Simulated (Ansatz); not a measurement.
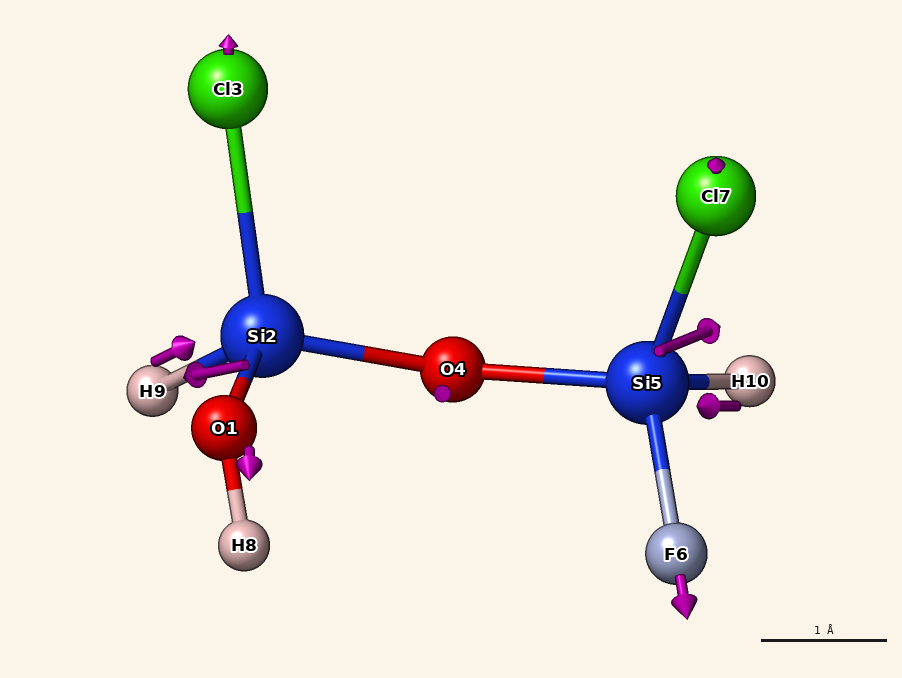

Arrows show the forces on the atoms, 3 Å of arrow for 1 eV/Å; forces under a tenth of the largest aren't drawn. Level of theory: ωB97M-V/def2-TZVPP (Ansatz 0.2.0).

List the force components in the frame of the picture (x right, y up, z towards the viewer), in eV/Å.

| atom | Fx | Fy | Fz |
| --- | --- | --- | --- |
| O1 | 0.00 | −0.08 | 0.08 |
| Si2 | −0.17 | −0.03 | −0.23 |
| Cl3 | 0.00 | 0.05 | 0.01 |
| O4 | −0.01 | 0.00 | −0.04 |
| Si5 | 0.17 | 0.07 | −0.26 |
| F6 | 0.02 | −0.12 | 0.08 |
| Cl7 | 0.00 | 0.04 | 0.03 |
| H8 | −0.01 | 0.02 | 0.02 |
| H9 | 0.11 | 0.05 | 0.14 |
| H10 | −0.11 | 0.00 | 0.17 |
